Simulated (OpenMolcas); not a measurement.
**Single-point calculation, with input and output: CH4FSi (part 3 of 4)**

CH4FSi, multiplicity 4, SMILES C[SiH]F; B3LYP/aug-cc-pVDZ, UKS (OpenMolcas 26.06). The geometry is that of the parent species in another charge or spin state. The geometry comes from this level: PBE0-D4/def2-TZVP.

Geometry of the input (Å):
```
C  -0.6535  0.3895  -0.2980
Si 0.9174  -0.5941  -0.1041
F  0.6407  -1.8128  0.9096
H  -1.4449  -0.2078  -0.7541
H  -0.4702  1.2609  -0.9317
H  -1.0007  0.7383  0.6796
H  2.0113  0.2260  0.4987
```

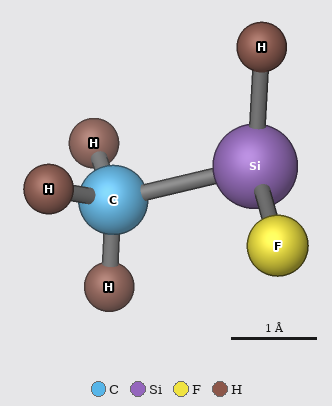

Fig. 1: The structure (ball-and-stick view, seen at a tilt).

### Output, continued
```
                            C1                      SI2                     F3                      H4                      H5                      H6
                     alpha        beta       alpha        beta       alpha        beta       alpha        beta       alpha        beta       alpha        beta
      1s           1.5500      1.5146      2.8498      2.5411      1.9821      2.0475      0.6337      0.5999      0.6161      0.6442      0.6394      0.6162
      2px          0.4489      0.2122      1.3974      1.1131      0.9460      0.8372     -0.0041      0.0058      0.0108     -0.0023      0.0011      0.0029
      2pz          0.3597      0.3587      1.7069      1.0596      0.9139      0.8890     -0.0005      0.0007      0.0010     -0.0019     -0.0026     -0.0046
      2py          0.4095      0.3247      1.8158      1.1763      0.9032      0.8977      0.0021     -0.0042     -0.0041     -0.0026      0.0006      0.0035
      3d2+        -0.0018     -0.0039      0.0484      0.0115      0.0015      0.0016      0.0000      0.0000      0.0000      0.0000      0.0000      0.0000
      3d1+         0.0013     -0.0040      0.0459      0.0187      0.0006      0.0011      0.0000      0.0000      0.0000      0.0000      0.0000      0.0000
      3d0         -0.0034     -0.0061      0.0323      0.0224      0.0012      0.0019      0.0000      0.0000      0.0000      0.0000      0.0000      0.0000
      3d1-        -0.0051     -0.0110      0.0997      0.0187      0.0016      0.0028      0.0000      0.0000      0.0000      0.0000      0.0000      0.0000
      3d2-        -0.0018     -0.0029      0.0770      0.0062      0.0005      0.0019      0.0000      0.0000      0.0000      0.0000      0.0000      0.0000
      Total        2.7573      2.3821      8.0731      5.9676      4.7505      4.6806      0.6312      0.6021      0.6238      0.6374      0.6385      0.6180
      Total              5.1394                 14.0408                  9.4311                  1.2333                  1.2612                  1.2565

      Charge            0.8606                 -0.0408                 -0.4311                 -0.2333                 -0.2612                 -0.2565

                            H7
                     alpha        beta
      1s           0.4467      0.1183
      2px          0.0070     -0.0040
      2pz          0.0397     -0.0031
      2py          0.0320      0.0010
      3d2+         0.0000      0.0000
      3d1+         0.0000      0.0000
      3d0          0.0000      0.0000
      3d1-         0.0000      0.0000
      3d2-         0.0000      0.0000
      Total        0.5254      0.1122
      Total              0.6377

      Charge            0.3623

      Total electronic charge=   33.000000

      Total            charge=   -0.000000
--

++    Molecular orbitals:
      -------------------

      Title: Natural orbitals

      Molecular orbitals for symmetry species 1: a

      Basis set list:
        1 C1     1s                 23 C1     3d2+               45 SI2    3d0                67 F3     3d1-               89 H5     2py
        2 C1     1s                 24 SI2    1s                 46 SI2    3d0                68 F3     3d0                90 H5     2pz
        3 C1     1s                 25 SI2    1s                 47 SI2    3d1+               69 F3     3d0                91 H5     2pz
        4 C1     1s                 26 SI2    1s                 48 SI2    3d1+               70 F3     3d1+               92 H6     1s
        5 C1     2px                27 SI2    1s                 49 SI2    3d2+               71 F3     3d1+               93 H6     1s
        6 C1     2px                28 SI2    1s                 50 SI2    3d2+               72 F3     3d2+               94 H6     1s
        7 C1     2px                29 SI2    2px                51 F3     1s                 73 F3     3d2+               95 H6     2px
        8 C1     2py                30 SI2    2px                52 F3     1s                 74 H4     1s                 96 H6     2px
        9 C1     2py                31 SI2    2px                53 F3     1s                 75 H4     1s                 97 H6     2py
       10 C1     2py                32 SI2    2px                54 F3     1s                 76 H4     1s                 98 H6     2py
       11 C1     2pz                33 SI2    2py                55 F3     2px                77 H4     2px                99 H6     2pz
       12 C1     2pz                34 SI2    2py                56 F3     2px                78 H4     2px               100 H6     2pz
       13 C1     2pz                35 SI2    2py                57 F3     2px                79 H4     2py               101 H7     1s
       14 C1     3d2-               36 SI2    2py                58 F3     2py                80 H4     2py               102 H7     1s
       15 C1     3d2-               37 SI2    2pz                59 F3     2py                81 H4     2pz               103 H7     1s
       16 C1     3d1-               38 SI2    2pz                60 F3     2py                82 H4     2pz               104 H7     2px
       17 C1     3d1-               39 SI2    2pz                61 F3     2pz                83 H5     1s                105 H7     2px
       18 C1     3d0                40 SI2    2pz                62 F3     2pz                84 H5     1s                106 H7     2py
       19 C1     3d0                41 SI2    3d2-               63 F3     2pz                85 H5     1s                107 H7     2py
       20 C1     3d1+               42 SI2    3d2-               64 F3     3d2-               86 H5     2px               108 H7     2pz
       21 C1     3d1+               43 SI2    3d1-               65 F3     3d2-               87 H5     2px               109 H7     2pz
       22 C1     3d2+               44 SI2    3d1-               66 F3     3d1-               88 H5     2py

  Index Energy  Occupation Coefficients ...

    1  -66.2238    2.0000         24 SI2    1s     ( 1.000),

    2  -24.7188    2.0000         51 F3     1s     ( 1.003),

    3  -10.2557    2.0000          1 C1     1s     ( 1.009),

    4   -5.3134    2.0000         25 SI2    1s     ( 1.002),

    5   -3.7185    2.0000         29 SI2    2px    (-0.908),

    6   -3.7497    2.0000         37 SI2    2pz    ( 0.918),

    7   -3.7320    2.0000         33 SI2    2py    (-0.881),

    8   -0.8472    2.0000         52 F3     1s     ( 0.777),    58 F3     2py    (-0.550),

    9   -0.8064    2.0000         52 F3     1s     ( 0.525),    58 F3     2py    ( 0.702),

   10   -0.5158    1.9999          8 C1     2py    ( 0.425),    11 C1     2pz    ( 0.461),    74 H4     1s     (-0.512),    92 H6     1s     ( 0.515),

   11   -0.4865    1.9999          5 C1     2px    (-0.312),     8 C1     2py    (-0.400),    11 C1     2pz    ( 0.450),    74 H4     1s     ( 0.298),
                                  83 H5     1s     (-0.571),    92 H6     1s     ( 0.409),

   12   -0.6916    1.9999          2 C1     1s     ( 0.666),    55 F3     2px    ( 0.354),    74 H4     1s     ( 0.420),    83 H5     1s     ( 0.373),

   13   -0.5751    1.9998         61 F3     2pz    ( 0.759),

   14   -0.5057    1.9997         55 F3     2px    ( 0.767),

   15   -0.5087    1.9984         26 SI2    1s     ( 0.707),    34 SI2    2py    ( 0.376),   101 H7     1s     ( 0.512),

   16   -0.3611    1.0000          5 C1     2px    (-0.487),    30 SI2    2px    ( 0.573),    55 F3     2px    (-0.353),   101 H7     1s     ( 0.601),

   17   -0.1704    1.0000         26 SI2    1s     ( 0.494),    34 SI2    2py    (-0.395),    38 SI2    2pz    (-0.742),

   18   -0.0326    1.0000         34 SI2    2py    (-0.572),    36 SI2    2py    (-0.383),    38 SI2    2pz    ( 0.369),

   19    0.2944    0.0016         34 SI2    2py    ( 0.885),    38 SI2    2pz    ( 0.897),    54 F3     1s     ( 0.783),   101 H7     1s     (-1.564),

   20    0.4240    0.0003          2 C1     1s     ( 0.496),     5 C1     2px    ( 0.478),    28 SI2    1s     (-0.547),    30 SI2    2px    ( 0.383),
                                  31 SI2    2px    ( 0.587),    55 F3     2px    (-0.761),    56 F3     2px    ( 0.548),   101 H7     1s     (-0.595),

   21    0.5931    0.0002         26 SI2    1s     ( 0.532),    27 SI2    1s     ( 0.694),    28 SI2    1s     (-0.618),    34 SI2    2py    (-0.526),
                                  38 SI2    2pz    (-0.693),    39 SI2    2pz    ( 0.852),    43 SI2    3d1-   ( 0.506),    52 F3     1s     ( 0.631),
                                  54 F3     1s     (-0.766),    61 F3     2pz    (-0.637),    62 F3     2pz    ( 0.703),    93 H6     1s     ( 0.437),

   22    0.5127    0.0001          2 C1     1s     (-0.743),    27 SI2    1s     (-0.916),    54 F3     1s     ( 0.482),    75 H4     1s     ( 0.688),
                                  84 H5     1s     ( 0.541),

   23    0.3538    0.0001         84 H5     1s     ( 1.788),

   24    0.5560    0.0001         75 H4     1s     (-2.051),    93 H6     1s     ( 1.487),

   25    1.0747    0.0000         28 SI2    1s     (-1.283),    52 F3     1s     (-1.559),    53 F3     1s     ( 1.558),    54 F3     1s     ( 1.188),
                                  58 F3     2py    (-0.936),    59 F3     2py    ( 1.232),

   26    1.0361    0.0000         34 SI2    2py    (-1.143),    35 SI2    2py    ( 1.002),    52 F3     1s     (-0.952),    53 F3     1s     ( 0.888),
                                  59 F3     2py    (-0.616),    75 H4     1s     ( 1.086),    93 H6     1s     (-0.629),

   27    0.7018    0.0000         31 SI2    2px    ( 1.765),    35 SI2    2py    ( 2.772),    54 F3     1s     ( 3.466),   102 H7     1s     (-3.146),

   28    0.7607    0.0000         27 SI2    1s     (-8.949),

   29    0.7897    0.0000          6 C1     2px    ( 2.767),     9 C1     2py    (-1.645),    28 SI2    1s     (-1.906),    31 SI2    2px    ( 2.507),
                                  54 F3     1s     (-1.594),    75 H4     1s     ( 2.472),    84 H5     1s     ( 2.111),   102 H7     1s     (-1.694),

   30    1.1475    0.0000          3 C1     1s     (-7.562),

   31    1.0608    0.0000         27 SI2    1s     (-5.777),

   32    2.2295    0.0000         28 SI2    1s     (-3.236),    52 F3     1s     ( 2.757),    53 F3     1s     (-4.504),    54 F3     1s     ( 3.560),

   33    0.7536    0.0000         26 SI2    1s     (-4.988),    27 SI2    1s     ( 6.218),    28 SI2    1s     (-4.123),

   34    0.0528    0.0000          4 C1     1s     ( 1.634),     6 C1     2px    ( 0.818),    27 SI2    1s     (-1.304),    31 SI2    2px    ( 0.993),

   35    0.1019    0.0000         27 SI2    1s     ( 2.618),    28 SI2    1s     ( 2.372),    85 H5     1s     (-1.624),   103 H7     1s     (-1.678),

   36    0.1268    0.0000         27 SI2    1s     ( 1.608),    76 H4     1s     ( 2.413),    85 H5     1s     ( 1.578),    94 H6     1s     (-2.999),

   37    0.1554    0.0000         28 SI2    1s     (-2.663),    85 H5     1s     (-4.340),   103 H7     1s     ( 2.712),

   38    0.1600    0.0000         28 SI2    1s     ( 2.034),    32 SI2    2px    (-2.919),    76 H4     1s     (-3.280),    94 H6     1s     (-2.181),
                                 103 H7     1s     ( 2.339),

   39    0.1574    0.0000          4 C1     1s     ( 2.219),    28 SI2    1s     (-3.082),    36 SI2    2py    (-1.718),    76 H4     1s     (-1.819),
                                  94 H6     1s     ( 2.135),

   40    0.1378    0.0000         40 SI2    2pz    ( 1.866),    76 H4     1s     ( 1.685),    94 H6     1s     (-2.784),

   41    0.2696    0.0000         28 SI2    1s     ( 7.140),   103 H7     1s     (-4.157),

   42    0.1849    0.0000          4 C1     1s     ( 2.387),    27 SI2    1s     ( 1.244),    32 SI2    2px    ( 1.594),    85 H5     1s     (-1.483),

   43    0.1939    0.0000         13 C1     2pz    (-2.244),    75 H4     1s     (-2.428),    93 H6     1s     ( 2.247),    94 H6     1s     ( 2.916),
                                 103 H7     1s     (-1.891),

   44    0.2664    0.0000          4 C1     1s     (-4.338),    27 SI2    1s     (-3.216),    54 F3     1s     ( 2.932),    94 H6     1s     ( 2.582),

   45    0.2641    0.0000         76 H4     1s     ( 3.838),    84 H5     1s     (-6.733),    85 H5     1s     (-3.436),   103 H7     1s     (-4.846),

   46    0.5057    0.0000          3 C1     1s     (-3.942),     7 C1     2px    ( 3.049),     9 C1     2py    (-4.309),    10 C1     2py    (-3.101),
                                  28 SI2    1s     (-5.146),    32 SI2    2px    ( 3.816),    75 H4     1s     (-5.452),    76 H4     1s     ( 4.154),
                                  84 H5     1s     ( 4.254),    85 H5     1s     ( 4.346),    93 H6     1s     ( 5.813),   103 H7     1s     (-4.138),

   47    0.5202    0.0000          4 C1     1s     (-3.996),    28 SI2    1s     ( 7.439),    84 H5     1s     (-5.310),    93 H6     1s     ( 5.984),

   48    0.2474    0.0000          4 C1     1s     (-2.863),    13 C1     2pz    ( 2.727),    28 SI2    1s     ( 2.079),    31 SI2    2px    ( 2.151),
                                  75 H4     1s     ( 4.072),    76 H4     1s     ( 3.839),    84 H5     1s     ( 2.399),    94 H6     1s     (-3.919),

   49    0.8482    0.0000          3 C1     1s     (-6.931),    75 H4     1s     (-4.517),    84 H5     1s     ( 7.475),

   50    0.3214    0.0000         28 SI2    1s     (-8.314),

   51    0.3656    0.0000          4 C1     1s     ( 2.575),    10 C1     2py    (-2.325),    28 SI2    1s     (-4.199),    75 H4     1s     ( 3.629),
                                  80 H4     2py    ( 2.290),    84 H5     1s     (-4.322),    85 H5     1s     ( 2.895),

   52    0.4966    0.0000         75 H4     1s     ( 15.48),    93 H6     1s     (-11.58),

   53    0.3493    0.0000         28 SI2    1s     (-4.045),    31 SI2    2px    ( 2.677),    75 H4     1s     ( 3.280),    93 H6     1s     (-2.288),
                                  94 H6     1s     ( 2.762),   100 H6     2pz    ( 2.203),

   54    0.2819    0.0000         10 C1     2py    (-3.262),    35 SI2    2py    ( 3.959),    76 H4     1s     (-5.664),    94 H6     1s     ( 4.034),
                                 102 H7     1s     (-3.245),

   55    0.4247    0.0000         75 H4     1s     ( 4.694),    84 H5     1s     (-9.312),

   56    0.4117    0.0000          4 C1     1s     ( 3.676),    28 SI2    1s     (-6.050),    31 SI2    2px    (-3.411),    93 H6     1s     (-4.839),
                                 102 H7     1s     ( 3.812),

   57    1.0453    0.0000          3 C1     1s     (-10.41),    75 H4     1s     ( 5.601),

   58    0.7607    0.0000          9 C1     2py    (-4.729),    35 SI2    2py    ( 6.310),    54 F3     1s     ( 7.380),    75 H4     1s     (-4.199),
                                  84 H5     1s     ( 4.712),   102 H7     1s     (-4.711),

   59    0.4196    0.0000         35 SI2    2py    ( 7.524),    54 F3     1s     ( 7.655),    75 H4     1s     ( 5.093),    93 H6     1s     (-9.634),

   60    0.7189    0.0000          4 C1     1s     ( 5.525),     6 C1     2px    ( 4.556),     9 C1     2py    (-2.953),    27 SI2    1s     (-3.974),
                                  28 SI2    1s     (-3.052),    31 SI2    2px    ( 5.292),   102 H7     1s     (-3.366),

   61    0.2880    0.0000         28 SI2    1s     (-4.758),    76 H4     1s     (-2.968),    84 H5     1s     ( 4.063),    93 H6     1s     (-2.834),
                                  94 H6     1s     ( 2.549),

   62    0.5140    0.0000          4 C1     1s     ( 4.910),    28 SI2    1s     (-7.177),    31 SI2    2px    ( 5.065),    93 H6     1s     ( 6.905),

   63    0.4447    0.0000          3 C1     1s     (-2.175),    28 SI2    1s     (-3.697),    31 SI2    2px    ( 2.746),    93 H6     1s     ( 2.606),
                                 102 H7     1s     (-2.498),   103 H7     1s     ( 1.991),

   64    0.3429    0.0000          3 C1     1s     (-2.367),    28 SI2    1s     ( 1.359),    31 SI2    2px    ( 1.653),    35 SI2    2py    ( 1.481),
                                 102 H7     1s     (-1.584),

   65    0.9913    0.0000         27 SI2    1s     ( 2.442),    28 SI2    1s     (-2.651),    35 SI2    2py    (-1.818),    39 SI2    2pz    ( 1.804),
                                  54 F3     1s     (-2.173),    85 H5     1s     ( 2.032),

   66    0.3119    0.0000         28 SI2    1s     ( 3.097),    35 SI2    2py    (-2.629),    54 F3     1s     (-4.159),    75 H4     1s     (-3.201),
                                  84 H5     1s     ( 3.496),   102 H7     1s     ( 2.694),

   67    0.3228    0.0000          4 C1     1s     (-4.165),    28 SI2    1s     ( 2.884),   102 H7     1s     (-2.251),

   68    1.0147    0.0000          9 C1     2py    ( 4.360),    75 H4     1s     ( 8.247),

   69    0.7301    0.0000         12 C1     2pz    (-4.547),    93 H6     1s     ( 6.625),

   70    1.5745    0.0000          3 C1     1s     (-3.046),    35 SI2    2py    ( 3.011),    54 F3     1s     ( 2.118),    75 H4     1s     ( 3.116),
                                  84 H5     1s     (-2.180),   102 H7     1s     (-1.837),

   71    0.8523    0.0000         27 SI2    1s     (-9.428),

   72    1.1347    0.0000         34 SI2    2py    (-1.495),    60 F3     2py    (-1.281),    75 H4     1s     ( 2.444),

   73    0.4146    0.0000         84 H5     1s     (-13.55),    93 H6     1s     ( 10.49),

   74    1.3336    0.0000         27 SI2    1s     (-3.886),    75 H4     1s     ( 2.926),    93 H6     1s     ( 2.488),   102 H7     1s     ( 2.073),

   75    1.9566    0.0000          3 C1     1s     (-2.915),     9 C1     2py    ( 2.344),    34 SI2    2py    ( 2.359),    35 SI2    2py    (-1.556),
                                  38 SI2    2pz    (-2.004),    59 F3     2py    ( 1.604),    75 H4     1s     ( 2.879),    83 H5     1s     (-1.999),

   76    1.7491    0.0000         12 C1     2pz    ( 6.943),    84 H5     1s     ( 6.628),    93 H6     1s     (-7.980),

   77    2.3015    0.0000          3 C1     1s     (-3.763),     4 C1     1s     (-3.238),    75 H4     1s     ( 1.944),

   78    1.5772    0.0000          3 C1     1s     (-6.572),    93 H6     1s     ( 6.168),

   79    1.0904    0.0000         27 SI2    1s     ( 4.988),    54 F3     1s     (-4.298),    84 H5     1s     ( 5.524),    93 H6     1s     (-2.930),

   80    4.0488    0.0000         52 F3     1s     (-1.462),    53 F3     1s     ( 2.071),    54 F3     1s     (-1.149),

   81    1.2157    0.0000          3 C1     1s     (-10.57),

   82    1.3688    0.0000          3 C1     1s     (-2.128),    23 C1     3d2+   (-2.208),    27 SI2    1s     (-1.600),    31 SI2    2px    ( 2.911),
                                  75 H4     1s     ( 2.282),    93 H6     1s     ( 2.226),

   83    1.4740    0.0000          6 C1     2px    ( 2.810),    28 SI2    1s     (-3.213),    31 SI2    2px    ( 4.164),    75 H4     1s     ( 5.110),

   84    2.1482    0.0000         75 H4     1s     (-3.139),    84 H5     1s     ( 5.155),

   85    4.3918    0.0000         26 SI2    1s     (-1.567),    27 SI2    1s     ( 0.952),    28 SI2    1s     (-1.126),    34 SI2    2py    ( 0.940),
                                  35 SI2    2py    (-0.834),    38 SI2    2pz    (-1.029),    39 SI2    2pz    ( 0.869),    53 F3     1s     ( 0.940),
                                  66 F3     3d1-   ( 1.010),    67 F3     3d1-   (-0.886),

   86    4.2258    0.0000          3 C1     1s     ( 1.201),     9 C1     2py    ( 1.087),    27 SI2    1s     (-1.221),    53 F3     1s     (-1.191),
                                  54 F3     1s     ( 1.093),    68 F3     3d0    (-0.994),    75 H4     1s     ( 1.974),    84 H5     1s     (-1.697),
                                  93 H6     1s     (-1.150),   102 H7     1s     ( 1.026),

   87    1.9476    0.0000          3 C1     1s     (-10.13),    27 SI2    1s     (-5.992),    75 H4     1s     ( 8.007),    93 H6     1s     ( 5.416),

   88    1.0677    0.0000         12 C1     2pz    ( 7.484),    84 H5     1s     ( 8.488),    93 H6     1s     (-10.52),

   89    2.4156    0.0000          3 C1     1s     (-2.414),    11 C1     2pz    ( 1.653),    12 C1     2pz    ( 2.004),    74 H4     1s     ( 1.754),
                                  83 H5     1s     ( 1.263),    84 H5     1s     ( 1.986),    92 H6     1s     (-2.501),
```
